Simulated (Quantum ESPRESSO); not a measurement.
**How cutoff, mesh and threshold together moves the magnetism of MnCuAs**

Wanted: the cheapest choice of cutoff, mesh and threshold together that holds the magnetic results of MnCuAs.

Method: LDA; plane waves with GBRV 1.5 LDA potentials, no spin-orbit coupling (settings of the first rung), in Quantum ESPRESSO 7.5.

### 1. The structure

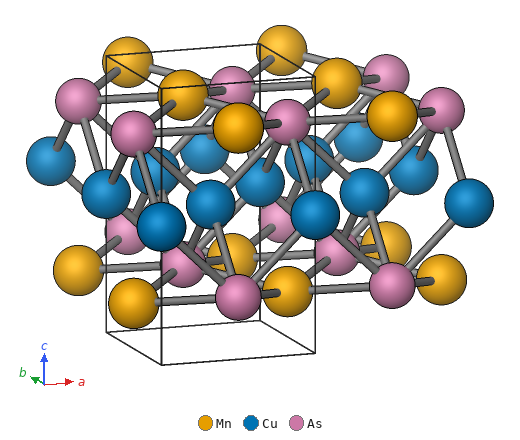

Start, viewed slightly off an axis; manganese orange, copper blue, arsenic pink. 2×2×1 cells are drawn. Some periodic images of atoms are drawn too.

The cell comes from Materials Project 2023-11-01, a database of computed structures, and need not be the stable phase.

### 2. Rung 1, start ferro ++

pw.in reads:

```
&CONTROL
  calculation = 'scf'
  prefix = 'pwscf'
  outdir = './tmp'
  pseudo_dir = './pseudo'
  disk_io = 'nowf'
/
&SYSTEM
  ibrav = 0
  celldm(1) = 8
  nat = 6
  ntyp = 3
  ecutwfc = 22
  ecutrho = 154
  nbnd = 54
  occupations = 'smearing'
  smearing = 'fd'
  degauss = 0.00734986
  nspin = 2
  starting_magnetization(1) = 0.2333
  starting_magnetization(2) = 0
  starting_magnetization(3) = 0
/
&ELECTRONS
  conv_thr = 6d-06
  electron_maxstep = 150
  mixing_beta = 0.3
/
ATOMIC_SPECIES
Mn     54.9380 mn_lda_v1.5.uspp.F.UPF
Cu     63.5460 cu_lda_v1.2.uspp.F.UPF
As     74.9216 as_lda_v1.uspp.F.UPF
CELL_PARAMETERS alat
   0.8738780988147    0.0000000000000    0.0000000000000
   0.0000000000000    0.8738780988147    0.0000000000000
   0.0000000000000    0.0000000000000    1.5137703088783
ATOMIC_POSITIONS crystal
Mn      0.0000000000    0.5000000000    0.1640200000
Mn      0.5000000000    0.0000000000    0.8359800000
Cu      0.0000000000    0.0000000000    0.5000000000
Cu      0.5000000000    0.5000000000    0.5000000000
As      0.0000000000    0.5000000000    0.7762460000
As      0.5000000000    0.0000000000    0.2237540000
K_POINTS automatic
4 4 2 0 0 0
```

Command:

```sh
> OMP_NUM_THREADS=1 mpirun -n 2 pw.x -nk 2 -in pw.in > pw.out
```

Output:

```text
Program PWSCF v.7.5 starts

     Message from routine setup:
     using ibrav=0 with symmetry is DISCOURAGED, use correct ibrav instead

     K-points division:     npool     =       2
     Subspace diagonalization in iterative solution of the eigenvalue problem:

     bravais-lattice index     =            0
     lattice parameter (alat)  =       8.0000  a.u.
     unit-cell volume          =     591.8773 (a.u.)^3
     number of atoms/cell      =            6
     number of atomic types    =            3
     number of electrons       =        78.00
     number of Kohn-Sham states=           54
     kinetic-energy cutoff     =      22.0000  Ry
     charge density cutoff     =     154.0000  Ry
     scf convergence threshold =      6.0E-06
     mixing beta               =       0.3000
     number of iterations used =            8  plain     mixing
     Exchange-correlation= SLA  PZ   NOGX NOGC
                           (   1   1   0   0   0   0   0)

     celldm(1)=   8.000000  celldm(2)=   0.000000  celldm(3)=   0.000000
     celldm(4)=   0.000000  celldm(5)=   0.000000  celldm(6)=   0.000000

     crystal axes: (cart. coord. in units of alat)
               a(1) = (   0.873878   0.000000   0.000000 )
               a(2) = (   0.000000   0.873878   0.000000 )
               a(3) = (   0.000000   0.000000   1.513770 )

     reciprocal axes: (cart. coord. in units 2 pi/alat)
               b(1) = (  1.144324  0.000000  0.000000 )
               b(2) = (  0.000000  1.144324  0.000000 )
               b(3) = (  0.000000  0.000000  0.660602 )

     PseudoPot. # 1 for Mn read from file:
     mn_lda_v1.5.uspp.F.UPF
     Pseudo is Ultrasoft + core correction, Zval = 15.0

     PseudoPot. # 2 for Cu read from file:
     cu_lda_v1.2.uspp.F.UPF
     Pseudo is Ultrasoft + core correction, Zval = 19.0

     PseudoPot. # 3 for As read from file:
     as_lda_v1.uspp.F.UPF
     Pseudo is Ultrasoft + core correction, Zval =  5.0

     atomic species   valence    mass     pseudopotential
     Mn               15.00    54.93800     Mn( 1.00)
     Cu               19.00    63.54600     Cu( 1.00)
     As                5.00    74.92160     As( 1.00)

     Starting magnetic structure
     atomic species   magnetization
     Mn              0.233
     Cu              0.000
     As              0.000

     16 Sym. Ops., with inversion, found ( 8 have fractional translation)

   Cartesian axes

     site n.     atom                  positions (alat units)
         1        Mn     tau(   1) = (   0.0000000   0.4369390   0.2482886  )
         2        Mn     tau(   2) = (   0.4369390   0.0000000   1.2654817  )
         3        Cu     tau(   3) = (   0.0000000   0.0000000   0.7568852  )
         4        Cu     tau(   4) = (   0.4369390   0.4369390   0.7568852  )
         5        As     tau(   5) = (   0.0000000   0.4369390   1.1750581  )
         6        As     tau(   6) = (   0.4369390   0.0000000   0.3387122  )

     number of k points=    12  Fermi-Dirac smearing, width (Ry)=  0.0073
                       cart. coord. in units 2pi/alat
        k(    1) = (   0.0000000   0.0000000   0.0000000), wk =   0.0312500
        k(    2) = (   0.0000000   0.0000000  -0.3303011), wk =   0.0312500
        k(    3) = (   0.0000000   0.2860811   0.0000000), wk =   0.1250000
        k(    4) = (   0.0000000   0.2860811  -0.3303011), wk =   0.1250000
        k(    5) = (   0.0000000  -0.5721622   0.0000000), wk =   0.0625000
        [... 7 further k-points ...]

     Dense  grid:    19111 G-vectors     FFT dimensions: (  30,  30,  48)

     Smooth grid:     8209 G-vectors     FFT dimensions: (  24,  24,  40)

     Check: negative core charge=   -0.000035
     Generating pointlists ...
     new r_m :   0.2421 (alat units)  1.9371 (a.u.) for type    1
     new r_m :   0.2495 (alat units)  1.9958 (a.u.) for type    2
     new r_m :   0.2421 (alat units)  1.9371 (a.u.) for type    3

     Initial potential from superposition of free atoms

     starting charge      74.9994, renormalised to      78.0000
     Starting wfcs are   60 randomized atomic wfcs

     Self-consistent Calculation

     iteration #  1     ecut=    22.00 Ry     beta= 0.30
     Davidson diagonalization with overlap
     ethr =  1.00E-02,  avg # of iterations =  2.5

     total energy              =   -1298.18268400 Ry
     estimated scf accuracy    <      20.82831991 Ry

     total magnetization       =     3.12 Bohr mag/cell
     absolute magnetization    =     3.32 Bohr mag/cell

     iteration #  2     ecut=    22.00 Ry     beta= 0.30
     Davidson diagonalization with overlap
     ethr =  1.00E-02,  avg # of iterations =  2.5

     total energy              =   -1297.90830716 Ry
     estimated scf accuracy    <      65.80524221 Ry

     total magnetization       =     0.47 Bohr mag/cell
     absolute magnetization    =     0.60 Bohr mag/cell

     [... further iterations left out ...]

     iteration # 14     ecut=    22.00 Ry     beta= 0.30
     Davidson diagonalization with overlap
     ethr =  2.09E-07,  avg # of iterations =  2.0

     total energy              =   -1304.60866262 Ry
     estimated scf accuracy    <       0.00005616 Ry

     total magnetization       =     6.86 Bohr mag/cell
     absolute magnetization    =     7.15 Bohr mag/cell

     iteration # 15     ecut=    22.00 Ry     beta= 0.30
     Davidson diagonalization with overlap
     ethr =  7.20E-08,  avg # of iterations =  1.0

     Magnetic moment per site  (integrated on atomic sphere of radius R)
     atom   1 (R=0.242)  charge= 13.2073  magn=  3.2311
     atom   2 (R=0.242)  charge= 13.2073  magn=  3.2311
     atom   3 (R=0.249)  charge= 17.8122  magn=  0.0168
     atom   4 (R=0.249)  charge= 17.8122  magn=  0.0168
     atom   5 (R=0.242)  charge=  2.8200  magn= -0.0206
     atom   6 (R=0.242)  charge=  2.8200  magn= -0.0206

     End of self-consistent calculation

     [... lines left out ...]
     the Fermi energy is    13.0350 ev

!    total energy              =   -1304.60866650 Ry
     estimated scf accuracy    <       0.00000197 Ry
     smearing contrib. (-TS)   =      -0.01310051 Ry
     internal energy E=F+TS    =   -1304.59556598 Ry

     The total energy is F=E-TS. E is the sum of the following terms:
     one-electron contribution =    -965.47559269 Ry
     hartree contribution      =     517.89658698 Ry
     xc contribution           =    -190.57547394 Ry
     ewald contribution        =    -666.44108633 Ry

     total magnetization       =     6.86 Bohr mag/cell
     absolute magnetization    =     7.15 Bohr mag/cell

     convergence has been achieved in  15 iterations

=------------------------------------------------------------------------------=
   JOB DONE.
=------------------------------------------------------------------------------=
```

Wall time 34 s (2 MPI ranks of Intel Xeon Platinum 8175M at 2.50GHz (Skylake/Cascade Lake), shared host); peak memory 0.21 GiB; 68 s of CPU time.

Spin moment in the atom's sphere by atom:

| atom | spin moment in the atom's sphere (μB) |
| --- | --- |
| Mn1 | 3.23 |
| Mn2 | 3.23 |
| Cu3 | 0.02 |
| Cu4 | 0.02 |
| As5 | -0.02 |
| As6 | -0.02 |

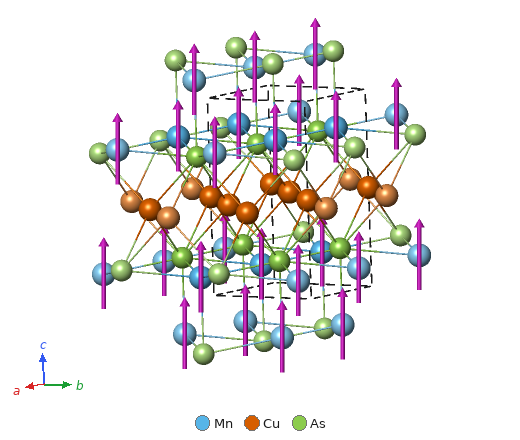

Spin moment in the atom's sphere as arrows, the longest 3.23 μB. Up and down stand for the sign. Arrows give size and sign along the axis of quantisation, drawn up and down the page. 2×1×1 cells are drawn. Some periodic images of atoms are drawn too.

Numbers from this step:

```yaml
magnetization: 6.86 μB
final_state: ferromagnetic
```

### 3. Rung 1, start antiferro +-

Edit pw.in of step 2 so:

```diff
@@ -11,6 +11,6 @@
   nat = 6
-  ntyp = 3
+  ntyp = 4
   ecutwfc = 22
   ecutrho = 154
-  nbnd = 54
+  nbnd = 50
   occupations = 'smearing'
@@ -20,4 +20,5 @@
   starting_magnetization(1) = 0.2333
-  starting_magnetization(2) = 0
+  starting_magnetization(2) = -0.2333
   starting_magnetization(3) = 0
+  starting_magnetization(4) = 0
 /
@@ -29,3 +30,4 @@
 ATOMIC_SPECIES
-Mn     54.9380 mn_lda_v1.5.uspp.F.UPF
+Mn1    54.9380 mn_lda_v1.5.uspp.F.UPF
+Mn2    54.9380 mn_lda_v1.5.uspp.F.UPF
 Cu     63.5460 cu_lda_v1.2.uspp.F.UPF
@@ -37,4 +39,4 @@
 ATOMIC_POSITIONS crystal
-Mn      0.0000000000    0.5000000000    0.1640200000
-Mn      0.5000000000    0.0000000000    0.8359800000
+Mn1     0.0000000000    0.5000000000    0.1640200000
+Mn2     0.5000000000    0.0000000000    0.8359800000
 Cu      0.0000000000    0.0000000000    0.5000000000
```

Output:

```text
     [... lines left out ...]
Program PWSCF v.7.5 starts
     [... lines left out ...]
     number of atoms/cell      =            6
     [... lines left out ...]
     number of electrons       =        78.00
     number of Kohn-Sham states=           50
     kinetic-energy cutoff     =      22.0000  Ry
     charge density cutoff     =     154.0000  Ry
     scf convergence threshold =      6.0E-06
     [... lines left out ...]
      8 Sym. Ops. (no inversion) found ( 4 have fractional translation)
     [... lines left out ...]
     number of k points=    12  Fermi-Dirac smearing, width (Ry)=  0.0073
     [... lines left out ...]
     iteration # 16     ecut=    22.00 Ry     beta= 0.30
     [... lines left out ...]
     Magnetic moment per site  (integrated on atomic sphere of radius R)
     atom   1 (R=0.242)  charge= 13.2030  magn=  3.2627
     atom   2 (R=0.242)  charge= 13.2027  magn= -3.2625
     atom   3 (R=0.249)  charge= 17.8124  magn=  0.0000
     atom   4 (R=0.249)  charge= 17.8124  magn=  0.0000
     atom   5 (R=0.242)  charge=  2.8256  magn=  0.0120
     atom   6 (R=0.242)  charge=  2.8256  magn= -0.0120
     [... lines left out ...]
     the Fermi energy is    13.1392 ev
!    total energy              =   -1304.62758482 Ry
     estimated scf accuracy    <       0.00000139 Ry
     smearing contrib. (-TS)   =      -0.00784519 Ry
     [... lines left out ...]
     total magnetization       =     0.00 Bohr mag/cell
     absolute magnetization    =     7.27 Bohr mag/cell
     convergence has been achieved in  16 iterations
```

Run time: 36 s. Hardware: 2 MPI ranks; peak memory 0.22 GiB; 72 s of CPU time.

Spin moment in the atom's sphere by atom:

| atom | spin moment in the atom's sphere (μB) |
| --- | --- |
| Mn1 | 3.26 |
| Mn2 | -3.26 |
| Cu3 | 0.00 |
| Cu4 | 0.00 |
| As5 | 0.01 |
| As6 | -0.01 |

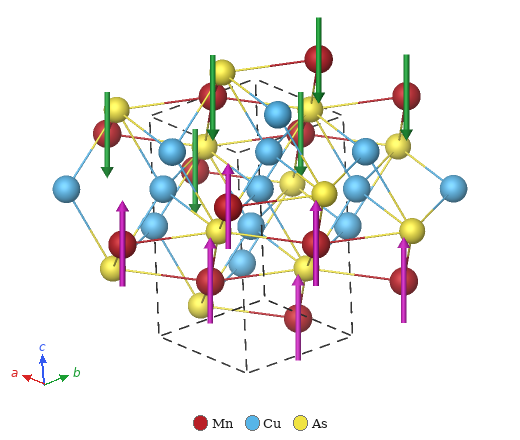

Spin moment in the atom's sphere as arrows, the longest 3.26 μB. Up and down stand for the sign. Arrows give size and sign along the axis of quantisation, drawn up and down the page. The two directions have two colours. 2×2×1 cells are drawn. Some periodic images of atoms are drawn too.

This step gave:

```yaml
magnetization: 0 μB
final_state: antiferromagnetic
```

### 4. Rung 2, start ferro ++

pw.in reads:

```
&CONTROL
  calculation = 'scf'
  prefix = 'pwscf'
  outdir = './tmp'
  pseudo_dir = './pseudo'
  disk_io = 'nowf'
/
&SYSTEM
  ibrav = 0
  celldm(1) = 8
  nat = 6
  ntyp = 3
  ecutwfc = 30
  ecutrho = 210
  nbnd = 54
  occupations = 'smearing'
  smearing = 'fd'
  degauss = 0.00734986
  nspin = 2
  starting_magnetization(1) = 0.2333
  starting_magnetization(2) = 0
  starting_magnetization(3) = 0
/
&ELECTRONS
  conv_thr = 6d-07
  electron_maxstep = 150
  mixing_beta = 0.3
/
ATOMIC_SPECIES
Mn     54.9380 mn_lda_v1.5.uspp.F.UPF
Cu     63.5460 cu_lda_v1.2.uspp.F.UPF
As     74.9216 as_lda_v1.uspp.F.UPF
CELL_PARAMETERS alat
   0.8738780988147    0.0000000000000    0.0000000000000
   0.0000000000000    0.8738780988147    0.0000000000000
   0.0000000000000    0.0000000000000    1.5137703088783
ATOMIC_POSITIONS crystal
Mn      0.0000000000    0.5000000000    0.1640200000
Mn      0.5000000000    0.0000000000    0.8359800000
Cu      0.0000000000    0.0000000000    0.5000000000
Cu      0.5000000000    0.5000000000    0.5000000000
As      0.0000000000    0.5000000000    0.7762460000
As      0.5000000000    0.0000000000    0.2237540000
K_POINTS automatic
6 6 6 0 0 0
```

Output:

```text
     [... lines left out ...]
Program PWSCF v.7.5 starts
     [... lines left out ...]
     number of atoms/cell      =            6
     [... lines left out ...]
     number of electrons       =        78.00
     number of Kohn-Sham states=           54
     kinetic-energy cutoff     =      30.0000  Ry
     charge density cutoff     =     210.0000  Ry
     scf convergence threshold =      6.0E-07
     [... lines left out ...]
     16 Sym. Ops., with inversion, found ( 8 have fractional translation)
     [... lines left out ...]
     number of k points=    40  Fermi-Dirac smearing, width (Ry)=  0.0073
     [... lines left out ...]
     iteration # 16     ecut=    30.00 Ry     beta= 0.30
     [... lines left out ...]
     Magnetic moment per site  (integrated on atomic sphere of radius R)
     atom   1 (R=0.242)  charge= 13.1812  magn=  3.2031
     atom   2 (R=0.242)  charge= 13.1812  magn=  3.2031
     atom   3 (R=0.249)  charge= 17.8188  magn=  0.0349
     atom   4 (R=0.249)  charge= 17.8188  magn=  0.0349
     atom   5 (R=0.242)  charge=  2.8124  magn= -0.0244
     atom   6 (R=0.242)  charge=  2.8124  magn= -0.0244
     [... lines left out ...]
     the Fermi energy is    13.1794 ev
!    total energy              =   -1308.85002828 Ry
     estimated scf accuracy    <       0.00000009 Ry
     smearing contrib. (-TS)   =      -0.00952431 Ry
     [... lines left out ...]
     total magnetization       =     6.82 Bohr mag/cell
     absolute magnetization    =     7.17 Bohr mag/cell
     convergence has been achieved in  16 iterations
```

Run time: 2.5 min. Hardware: 2 MPI ranks; peak memory 0.36 GiB.

Read from the output:

* magnetization: 6.822 μB
* final state: ferromagnetic
* largest moment: 3.203 μB

### 5. Rung 2, start antiferro +-

Edit pw.in of step 4 so:

```diff
@@ -11,6 +11,6 @@
   nat = 6
-  ntyp = 3
+  ntyp = 4
   ecutwfc = 30
   ecutrho = 210
-  nbnd = 54
+  nbnd = 50
   occupations = 'smearing'
@@ -20,4 +20,5 @@
   starting_magnetization(1) = 0.2333
-  starting_magnetization(2) = 0
+  starting_magnetization(2) = -0.2333
   starting_magnetization(3) = 0
+  starting_magnetization(4) = 0
 /
@@ -29,3 +30,4 @@
 ATOMIC_SPECIES
-Mn     54.9380 mn_lda_v1.5.uspp.F.UPF
+Mn1    54.9380 mn_lda_v1.5.uspp.F.UPF
+Mn2    54.9380 mn_lda_v1.5.uspp.F.UPF
 Cu     63.5460 cu_lda_v1.2.uspp.F.UPF
@@ -37,4 +39,4 @@
 ATOMIC_POSITIONS crystal
-Mn      0.0000000000    0.5000000000    0.1640200000
-Mn      0.5000000000    0.0000000000    0.8359800000
+Mn1     0.0000000000    0.5000000000    0.1640200000
+Mn2     0.5000000000    0.0000000000    0.8359800000
 Cu      0.0000000000    0.0000000000    0.5000000000
```

Output:

```text
     [... lines left out ...]
Program PWSCF v.7.5 starts
     [... lines left out ...]
     number of atoms/cell      =            6
     [... lines left out ...]
     number of electrons       =        78.00
     number of Kohn-Sham states=           50
     kinetic-energy cutoff     =      30.0000  Ry
     charge density cutoff     =     210.0000  Ry
     scf convergence threshold =      6.0E-07
     [... lines left out ...]
      8 Sym. Ops. (no inversion) found ( 4 have fractional translation)
     [... lines left out ...]
     number of k points=    40  Fermi-Dirac smearing, width (Ry)=  0.0073
     [... lines left out ...]
     iteration # 14     ecut=    30.00 Ry     beta= 0.30
     [... lines left out ...]
     Magnetic moment per site  (integrated on atomic sphere of radius R)
     atom   1 (R=0.242)  charge= 13.1774  magn=  3.2230
     atom   2 (R=0.242)  charge= 13.1774  magn= -3.2232
     atom   3 (R=0.249)  charge= 17.8184  magn=  0.0000
     atom   4 (R=0.249)  charge= 17.8184  magn=  0.0000
     atom   5 (R=0.242)  charge=  2.8205  magn=  0.0022
     atom   6 (R=0.242)  charge=  2.8206  magn= -0.0022
     [... lines left out ...]
     the Fermi energy is    13.2918 ev
!    total energy              =   -1308.87006417 Ry
     estimated scf accuracy    <       0.00000027 Ry
     smearing contrib. (-TS)   =      -0.00595829 Ry
     [... lines left out ...]
     total magnetization       =    -0.00 Bohr mag/cell
     absolute magnetization    =     7.23 Bohr mag/cell
     convergence has been achieved in  14 iterations
```

Run time: 2.2 min. Hardware: 2 MPI ranks; peak memory 0.35 GiB; 4.3 min of CPU time.

This step gave:

```
magnetization  : 0 μB
final state    : antiferromagnetic
largest moment : 3.223 μB
```

### 6. Rung 3, start ferro ++

pw.in reads:

```
&CONTROL
  calculation = 'scf'
  prefix = 'pwscf'
  outdir = './tmp'
  pseudo_dir = './pseudo'
  disk_io = 'nowf'
/
&SYSTEM
  ibrav = 0
  celldm(1) = 8
  nat = 6
  ntyp = 3
  ecutwfc = 40
  ecutrho = 280
  nbnd = 54
  occupations = 'smearing'
  smearing = 'fd'
  degauss = 0.00734986
  nspin = 2
  starting_magnetization(1) = 0.2333
  starting_magnetization(2) = 0
  starting_magnetization(3) = 0
/
&ELECTRONS
  conv_thr = 1.2d-08
  electron_maxstep = 150
  mixing_beta = 0.3
/
ATOMIC_SPECIES
Mn     54.9380 mn_lda_v1.5.uspp.F.UPF
Cu     63.5460 cu_lda_v1.2.uspp.F.UPF
As     74.9216 as_lda_v1.uspp.F.UPF
CELL_PARAMETERS alat
   0.8738780988147    0.0000000000000    0.0000000000000
   0.0000000000000    0.8738780988147    0.0000000000000
   0.0000000000000    0.0000000000000    1.5137703088783
ATOMIC_POSITIONS crystal
Mn      0.0000000000    0.5000000000    0.1640200000
Mn      0.5000000000    0.0000000000    0.8359800000
Cu      0.0000000000    0.0000000000    0.5000000000
Cu      0.5000000000    0.5000000000    0.5000000000
As      0.0000000000    0.5000000000    0.7762460000
As      0.5000000000    0.0000000000    0.2237540000
K_POINTS automatic
8 8 4 0 0 0
```

Output:

```text
     [... lines left out ...]
Program PWSCF v.7.5 starts
     [... lines left out ...]
     number of atoms/cell      =            6
     [... lines left out ...]
     number of electrons       =        78.00
     number of Kohn-Sham states=           54
     kinetic-energy cutoff     =      40.0000  Ry
     charge density cutoff     =     280.0000  Ry
     scf convergence threshold =      1.2E-08
     [... lines left out ...]
     16 Sym. Ops., with inversion, found ( 8 have fractional translation)
     [... lines left out ...]
     number of k points=    45  Fermi-Dirac smearing, width (Ry)=  0.0073
     [... lines left out ...]
     iteration # 16     ecut=    40.00 Ry     beta= 0.30
     [... lines left out ...]
     Magnetic moment per site  (integrated on atomic sphere of radius R)
     atom   1 (R=0.242)  charge= 13.1799  magn=  3.2016
     atom   2 (R=0.242)  charge= 13.1799  magn=  3.2016
     atom   3 (R=0.249)  charge= 17.8242  magn=  0.0334
     atom   4 (R=0.249)  charge= 17.8242  magn=  0.0334
     atom   5 (R=0.242)  charge=  2.8116  magn= -0.0229
     atom   6 (R=0.242)  charge=  2.8116  magn= -0.0229
     [... lines left out ...]
     the Fermi energy is    13.1837 ev
!    total energy              =   -1309.03577544 Ry
     estimated scf accuracy    <          8.2E-09 Ry
     smearing contrib. (-TS)   =      -0.00988601 Ry
     [... lines left out ...]
     total magnetization       =     6.82 Bohr mag/cell
     absolute magnetization    =     7.16 Bohr mag/cell
     convergence has been achieved in  16 iterations
```

Elapsed: 3.5 min, on 2 MPI ranks; peak memory 0.51 GiB.

Read from the output:

```
magnetization  : 6.817 μB
final state    : ferromagnetic
largest moment : 3.202 μB
```

[end of part 1 of 2]

[Logs and program files are shortened in this print: banners, set-up blocks, solver, clock and traceback lines can be left out without a mark of their own.]

[Logs are printed without paths, hosts, clocks, repeated set-up lines and the standing remarks that a program may print on its own settings, such as how far it seeks lower states.]

[Hosts, paths, dates, database ids (printed as entryN), source tags and the programs' standing remarks are cut or masked in the printed files.]

[Where a cell is said to come from a database of computed structures, the database is the Materials Project.]
